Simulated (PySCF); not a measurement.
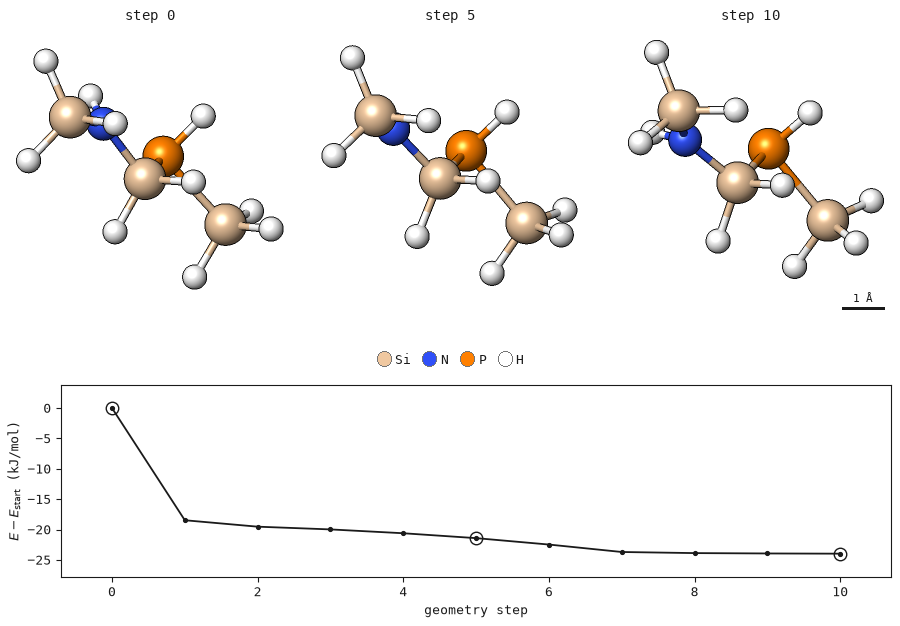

Frames of a relaxation of Si$_{3}$PNH$_{10}$, marked on the history of the run. A ball-and-stick model, seen from a free direction.

The start comes from GFN2-xTB. Its atoms were then displaced at random by about 0.01 Å.

All numbers below come from PySCF, PBE0-D3(BJ)/def2-SVP geometry optimisation, gas phase. 

What happens along the run?

Answer. The largest move after the best rigid fit is that of an H atom, 1.25 Å. By element the largest moves are H 1.25 Å, N 0.59 Å, Si 0.26 Å, P 0.23 Å. Some distances before and after: P–Si 2.206 → 2.262 Å, H–Si 1.449 → 1.498 Å, H–P 1.385 → 1.429 Å, H–Si 1.470 → 1.497 Å. Among the angles between lasting bonds that change: N–Si–P 103.8° → 110.1°, H–Si–H 112.6° → 107.5°, Si–P–Si 99.2° → 95.6°. Groups turn about N–Si by about 50°, N–Si by about 30°. Over 10 geometry steps the energy falls by 24.0 kJ/mol. The run took 73 s on 1 thread of Arm Neoverse V2 (shared host). From step 0 to 5: an H atom moves most (0.63 Å), energy −21.4 kJ/mol. From step 5 to 10: an H atom moves most (0.63 Å), energy −2.56 kJ/mol.
